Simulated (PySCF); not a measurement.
SiH (charge +1)

```xyz
2

Si    0.0000    0.0000   -0.0533
H     0.0000    0.0000    1.4797
```

Level of theory: PBE0/jorge-DZP-DKH, spin-free X2C-1e, Gaussian nucleus, at a bond length of 1.533 Å (PySCF).

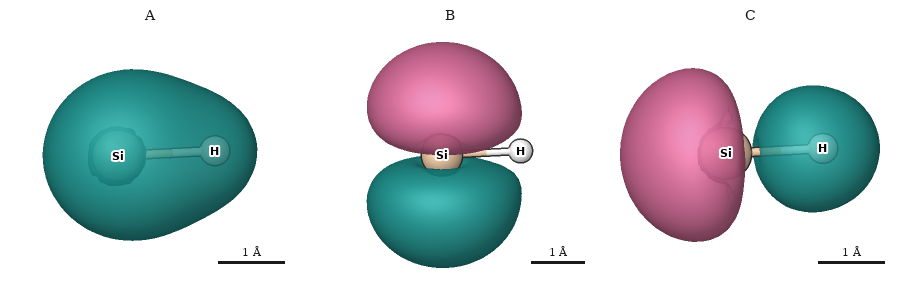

Figure 1. Three frontier orbitals, each drawn at the value that holds 80 % of its norm (teal and pink are the two phases), in no order; of a degenerate pair one member is drawn.

Q: Name the orbitals and rank them from lowest to highest energy.

A: Orbital A: σ, occupied, −21.43 eV; mainly on Si (80 %).
Orbital C: σ, occupied, −15.37 eV; mainly on Si (75 %).
Orbital B: π, empty, −10.53 eV; almost wholly on Si.

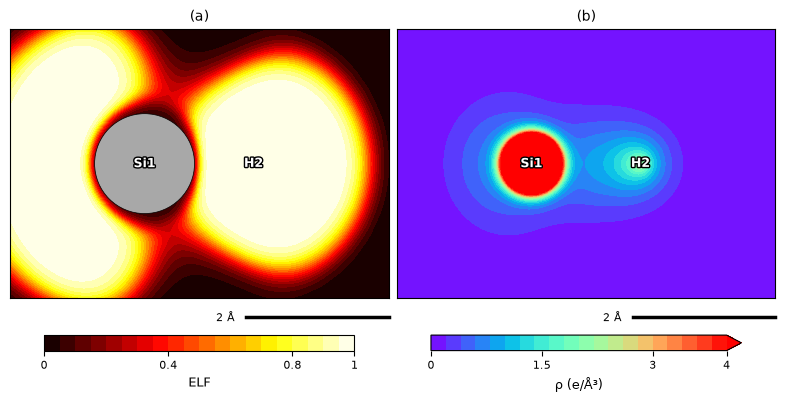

Figure 2. (a) ELF; (b) electron density on a plane that holds the molecular axis. Grey discs cover the atomic cores in the ELF map.

Q: Read the bonding off the picture.

A: The section cuts through Si and H sites. Si–H (1.53 Å): ρ at the midpoint is about 0.81 e/Å³; the ELF climbs to about 1 towards the hydrogen, as it does in any bond to H. The ELF also peaks beside Si1, away from the bonds: lone-pair regions.

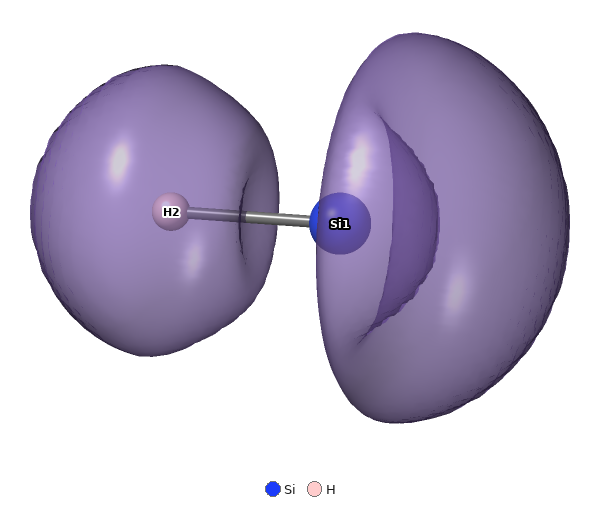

Figure 3. Isosurface of the electron localisation function at 0.8 (purple), seen from one side. Only the valence region is drawn (cores and ρ < 0.01 e/Å³ removed).

Q: Identify the bonds, lone pairs and shells in this picture.

A: The surface consists of one region around a hydrogen nucleus and one lobe on Si, pointing away from the bonds (lone pairs).
